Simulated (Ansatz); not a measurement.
**Geometry relaxation, with input and output: CHOS**

System: CHOS, multiplicity 2.
Method: UKS PBE0-D4/def2-TZVP (Ansatz 0.2.0).

Figures and captions count atoms from 1; the log counts them from 0 in places.

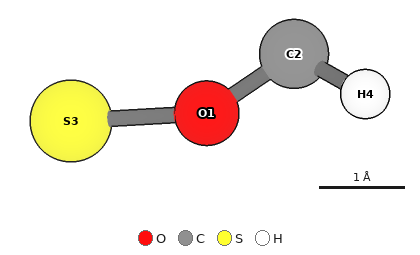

Figure 1. The starting structure (ball-and-stick view, seen at a tilt; atoms are numbered from 1 in the order of the input).

### Results in brief

| quantity | value |
| --- | --- |
| outcome | converged |
| total energy | −13925.0690 eV |
| mean-field energy | −13925.0214 eV |
| dispersion energy | −0.0476 eV |
| ⟨S²⟩ | 0.762 |
| SCF solution under orbital rotations | stable |
| largest force (length of the vector) at the end | 0.001 eV/Å |
| dipole moment | 2.55 D |
| hardware | 2 threads of Arm Neoverse V1, 95 GiB of memory available, shared host |
| wall time | 25 s (CPU time 46 s) |
| peak memory | 0.18 GiB |

### The input
```yaml
crystal:
  periodic: [false, false, false]
  atoms:
    - {symbol: O, position_ang: [-1.121330, 0.492525, 0.654706]}
    - {symbol: C, position_ang: [-0.103781, 0.087734, 0.047355]}
    - {symbol: S, position_ang: [-2.019296, 0.328503, 2.075508]}
    - {symbol: H, position_ang: [0.003133, 0.586521, -0.956073]}
basis:
  gaussian: {orbitals: def2-TZVP}
magnetization: {spin_polarized: true, initial_magnetization: 1}
hamiltonian: {xc: pbe0, dispersion: d4}
relax: {f_tol: 0.005, max_steps: 200}
```

Launched with:
```bash
ansatz run in.yaml --threads 2 --pin off --events-out ev --progress --plain --max-ram 4352MiB
```

### What the program printed
```
Functional definition: PBE0
  name "PBE0"
  cite "Adamo & Barone, J. Chem. Phys. 110, 6158 (1999) doi:10.1063/1.478522"
  cite "Perdew, Burke & Ernzerhof, Phys. Rev. Lett. 77, 3865 (1996) doi:10.1103/PhysRevLett.77.3865"
  parent pbe
  parameter a = 0.25
  parameter kappa = 0.804
  parameter beta = 0.06672455060314922
  exchange = (1 - a)*pbe_x(kappa = kappa, mu = beta*pi^2/3) + a*exact_x
  correlation = pbe_c(beta = beta)
646 factors; their error is unknown
mean field evaluation 1: about -13922.2152 eV, gradient 2.4e1 eV
mean field evaluation 2: about -13912.3209 eV, gradient 4.6e1 eV
mean field evaluation 4: about -13924.6748 eV, gradient 7.5e0 eV
mean field evaluation 8: about -13924.9527 eV, gradient 1.5e-1 eV
mean field evaluation 16: about -13924.9842 eV, gradient 3.7e-3 eV
mean field evaluation 32: about -13924.7893 eV, gradient 1.4e0 eV
mean field -13924.98423933 eV, -511.7337321022 hartree, gradient 2.1e-5 eV, S^2 0.760503; 4 other end points of the search recorded, 0 dependent functions left out
the calculation of the forces begins
reference -13924.98426121 eV, -511.7337329060 hartree; 16, 15 occupied and 89, 90 virtual orbitals, 646 factors
relax step   1: F+E_penalty+E_count = -13925.03164613 eV  Δ(F+E_penalty+E_count) = +0.000e0 eV  max|allowed force component| = 1.308e0 eV/Å  Δτ_max = 0.0000 Å  (85 SCF iters, accepted)
these checks for a lower state are left out or cut short: starts, cluster_reference, orbital_swaps, neighbouring_geometries, increment
646 factors; their error is unknown
mean field -13925.01345308 eV, -511.7348056876 hartree, gradient 4.0e-5 eV, S^2 0.760880; 0 other end points of the search recorded, 0 dependent functions left out
the calculation of the forces begins
reference -13925.01347485 eV, -511.7348064877 hartree; 16, 15 occupied and 89, 90 virtual orbitals, 646 factors
relax step   2: F+E_penalty+E_count = -13925.06103870 eV  Δ(F+E_penalty+E_count) = -2.939e-2 eV  max|allowed force component| = 5.363e-1 eV/Å  Δτ_max = 0.0183 Å  (52 SCF iters, accepted)
these checks for a lower state are left out or cut short: starts, cluster_reference, orbital_swaps, neighbouring_geometries, increment
646 factors; their error is unknown
mean field -13925.01930630 eV, -511.7350207893 hartree, gradient 3.6e-5 eV, S^2 0.761114; 0 other end points of the search recorded, 0 dependent functions left out
the calculation of the forces begins
reference -13925.01932799 eV, -511.7350215865 hartree; 16, 15 occupied and 89, 90 virtual orbitals, 646 factors
relax step   3: F+E_penalty+E_count = -13925.06697385 eV  Δ(F+E_penalty+E_count) = -5.935e-3 eV  max|allowed force component| = 1.556e-1 eV/Å  Δτ_max = 0.0106 Å  (55 SCF iters, accepted)
these checks for a lower state are left out or cut short: starts, cluster_reference, orbital_swaps, neighbouring_geometries, increment
646 factors; their error is unknown
mean field evaluation 64: about -13925.0198 eV, gradient 3.3e-5 eV
mean field -13925.01984202 eV, -511.7350404770 hartree, gradient 3.3e-5 eV, S^2 0.760933; 0 other end points of the search recorded, 0 dependent functions left out
the calculation of the forces begins
reference -13925.01986378 eV, -511.7350412765 hartree; 16, 15 occupied and 89, 90 virtual orbitals, 646 factors
relax step   4: F+E_penalty+E_count = -13925.06749684 eV  Δ(F+E_penalty+E_count) = -5.230e-4 eV  max|allowed force component| = 1.481e-1 eV/Å  Δτ_max = 0.0151 Å  (53 SCF iters, accepted)
these checks for a lower state are left out or cut short: starts, cluster_reference, orbital_swaps, neighbouring_geometries, increment
646 factors; their error is unknown
mean field -13925.02125168 eV, -511.7350922808 hartree, gradient 3.2e-5 eV, S^2 0.761254; 0 other end points of the search recorded, 0 dependent functions left out
the calculation of the forces begins
reference -13925.02127340 eV, -511.7350930790 hartree; 16, 15 occupied and 89, 90 virtual orbitals, 646 factors
relax step   5: F+E_penalty+E_count = -13925.06888698 eV  Δ(F+E_penalty+E_count) = -1.390e-3 eV  max|allowed force component| = 2.354e-2 eV/Å  Δτ_max = 0.0121 Å  (55 SCF iters, accepted)
these checks for a lower state are left out or cut short: starts, cluster_reference, orbital_swaps, neighbouring_geometries, increment
646 factors; their error is unknown
mean field -13925.02135918 eV, -511.7350962314 hartree, gradient 2.2e-5 eV, S^2 0.761631; 0 other end points of the search recorded, 0 dependent functions left out
the calculation of the forces begins
reference -13925.02138089 eV, -511.7350970291 hartree; 16, 15 occupied and 89, 90 virtual orbitals, 646 factors
relax step   6: F+E_penalty+E_count = -13925.06898061 eV  Δ(F+E_penalty+E_count) = -9.363e-5 eV  max|allowed force component| = 1.644e-2 eV/Å  Δτ_max = 0.0040 Å  (53 SCF iters, accepted)
these checks for a lower state are left out or cut short: starts, cluster_reference, orbital_swaps, neighbouring_geometries, increment
646 factors; their error is unknown
mean field -13925.02137635 eV, -511.7350968624 hartree, gradient 1.6e-5 eV, S^2 0.761773; 0 other end points of the search recorded, 0 dependent functions left out
the calculation of the forces begins
reference -13925.02139804 eV, -511.7350976596 hartree; 16, 15 occupied and 89, 90 virtual orbitals, 646 factors
relax step   7: F+E_penalty+E_count = -13925.06899328 eV  Δ(F+E_penalty+E_count) = -1.267e-5 eV  max|allowed force component| = 6.621e-3 eV/Å  Δτ_max = 0.0010 Å  (46 SCF iters, accepted)
these checks for a lower state are left out or cut short: starts, cluster_reference, orbital_swaps, neighbouring_geometries, increment
646 factors; their error is unknown
mean field -13925.02137828 eV, -511.7350969335 hartree, gradient 2.0e-5 eV, S^2 0.761810; 0 other end points of the search recorded, 0 dependent functions left out
the calculation of the forces begins
reference -13925.02139998 eV, -511.7350977306 hartree; 16, 15 occupied and 89, 90 virtual orbitals, 646 factors
relax step   8: F+E_penalty+E_count = -13925.06899431 eV  Δ(F+E_penalty+E_count) = -1.024e-6 eV  max|allowed force component| = 8.538e-4 eV/Å  Δτ_max = 0.0002 Å  (38 SCF iters, accepted)
646 factors; their error is unknown
mean field evaluation 96: about -13924.6591 eV, gradient 7.2e0 eV
mean field evaluation 128: about -13924.9561 eV, gradient 1.2e0 eV
```

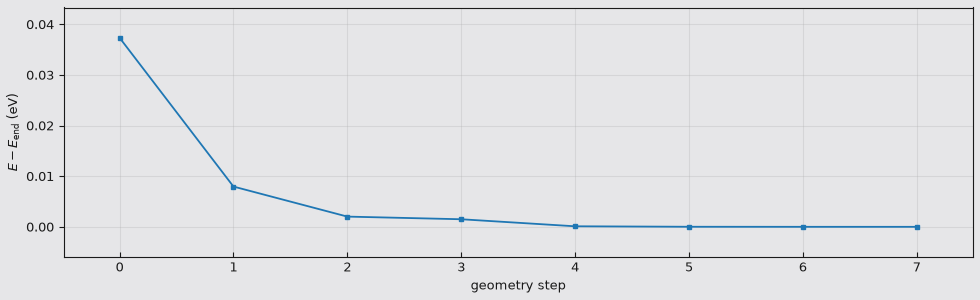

Figure 2. Progress of the relaxation, step by step (the first geometry is step 0 here and step 1 in the log).

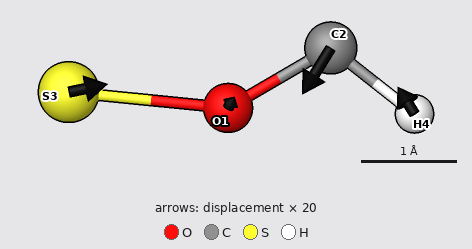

Figure 3. The starting structure with the displacements as black arrows, magnified 20 times (ball-and-stick view, seen on its broad side). The two geometries are laid on each other by the best rigid fit. The energy falls by 0.037 eV in 7 geometry steps. Largest force component: 1.3 eV/Å at the start, 0.00085 eV/Å at the end. The atom that moves furthest after the best rigid fit is C2 (0.029 Å). Largest moves by element: C 0.029 Å, S 0.021 Å, H 0.017 Å, O 0.007 Å. Among the contacts that change: O1–C2 1.252 → 1.221 Å, C2–H4 1.126 → 1.107 Å, O1–S3 1.689 → 1.672 Å. Among the angles that change: O1–C2–H4 111.5° → 114.1°. (Atoms are counted from 1 in the order of the input.)

```
mean field -13925.02137828 eV, -511.7350969335 hartree, gradient 1.9e-5 eV, S^2 0.761810; 5 other end points of the search recorded, 0 dependent functions left out
the calculation of the forces begins
reference -13925.02139998 eV, -511.7350977306 hartree; 16, 15 occupied and 89, 90 virtual orbitals, 646 factors
Total energy: -13925.06901600 eV, -511.7368475872 hartree
Atom 0 at    -1.117243     0.486593     0.653071 Å, force    -0.000854     0.000181     0.000302 eV/Å
Atom 1 at    -0.127775     0.103973     0.049016 Å, force     0.000548    -0.000434     0.000001 eV/Å
Atom 2 at    -2.003538     0.327203     2.061367 Å, force     0.000145     0.000036     0.000021 eV/Å
Atom 3 at     0.007283     0.577513    -0.941957 Å, force     0.000161     0.000217    -0.000324 eV/Å
Dipole moment:     0.241219     0.089574    -0.463186 e Å
```

### Trajectory as extended XYZ (Å, eV, eV/Å), 8 frames, from step=1 to step=8
```
4
Properties=species:S:1:pos:R:3:forces:R:3 step=1 energy=-13925.03165
O    -1.1213    0.4925    0.6547    1.0389  -0.5403  -0.4247
C    -0.1038    0.0877    0.0474   -1.3082   0.7081   0.4521
S    -2.0193    0.3285    2.0755    0.3457   0.0327  -0.4844
H     0.0031    0.5865   -0.9561   -0.0765  -0.2005   0.4570
4
Properties=species:S:1:pos:R:3:forces:R:3 step=2 energy=-13925.06104
O    -1.1176    0.4902    0.6463    0.3423  -0.2662   0.0251
C    -0.1125    0.0906    0.0527   -0.5363   0.3533   0.0748
S    -2.0067    0.3293    2.0623    0.1398   0.0306  -0.2329
H    -0.0046    0.5852   -0.9398    0.0542  -0.1176   0.1329
4
Properties=species:S:1:pos:R:3:forces:R:3 step=3 energy=-13925.06697
O    -1.1168    0.4906    0.6461   -0.0084  -0.0853   0.1556
C    -0.1212    0.0964    0.0540   -0.0674   0.1044  -0.0946
S    -2.0002    0.3274    2.0565   -0.0017   0.0245  -0.0387
H    -0.0030    0.5808   -0.9351    0.0774  -0.0436  -0.0223
4
Properties=species:S:1:pos:R:3:forces:R:3 step=4 energy=-13925.06750
O    -1.1183    0.4756    0.6462   -0.0656   0.0125   0.1481
C    -0.1209    0.0960    0.0513    0.0048   0.0509  -0.0852
S    -2.0004    0.3358    2.0578    0.0004  -0.0125  -0.0287
H    -0.0017    0.5878   -0.9338    0.0604  -0.0509  -0.0341
4
Properties=species:S:1:pos:R:3:forces:R:3 step=5 energy=-13925.06889
O    -1.1159    0.4847    0.6538    0.0187  -0.0032  -0.0162
C    -0.1254    0.1019    0.0495   -0.0188   0.0070   0.0121
S    -2.0032    0.3291    2.0582   -0.0140  -0.0040   0.0235
H     0.0032    0.5796   -0.9400    0.0141   0.0001  -0.0194
4
Properties=species:S:1:pos:R:3:forces:R:3 step=6 energy=-13925.06898
O    -1.1169    0.4860    0.6536    0.0031   0.0028  -0.0090
C    -0.1273    0.1034    0.0493    0.0048   0.0059  -0.0164
S    -2.0035    0.3277    2.0604   -0.0073  -0.0016   0.0123
H     0.0064    0.5782   -0.9419   -0.0005  -0.0072   0.0132
4
Properties=species:S:1:pos:R:3:forces:R:3 step=7 energy=-13925.06899
O    -1.1173    0.4866    0.6531    0.0066  -0.0024  -0.0043
C    -0.1277    0.1038    0.0491   -0.0048   0.0040  -0.0008
S    -2.0035    0.3273    2.0613   -0.0013   0.0001   0.0015
H     0.0072    0.5776   -0.9420   -0.0005  -0.0017   0.0036
4
Properties=species:S:1:pos:R:3:forces:R:3 step=8 energy=-13925.06899
O    -1.1172    0.4866    0.6531   -0.0009   0.0002   0.0003
C    -0.1278    0.1040    0.0490    0.0005  -0.0004   0.0000
S    -2.0035    0.3272    2.0614    0.0001   0.0000   0.0000
H     0.0073    0.5775   -0.9420    0.0002   0.0002  -0.0003
```
